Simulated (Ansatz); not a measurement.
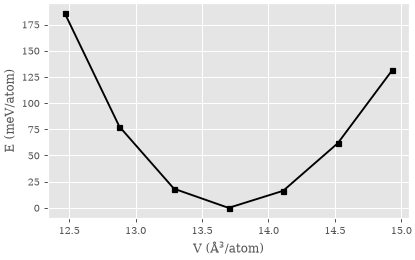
*Os (hcp (Mg type), P6_3/mmc) under volume change, DFT-LDA in the program Ansatz with PAW potentials, shape and atoms relaxed at each volume.*

Task: What does a third-order Birch–Murnaghan fit give for V₀, B₀ and B′?

Result: V₀ = 13.70 Å³/atom, B₀ = 448 GPa, B′ = 4.7.

The LDA relaxation kept the symmetry of its start. The run is not spin-polarised. Scalar-relativistic: spin–orbit coupling is off unless named, which matters more the heavier the elements.

Potentials: the earlier of the program's two PAW sets. The files were generated under PBE; for other functionals the program regenerates the frozen cores, and for LDA and PBEsol the local potential too.
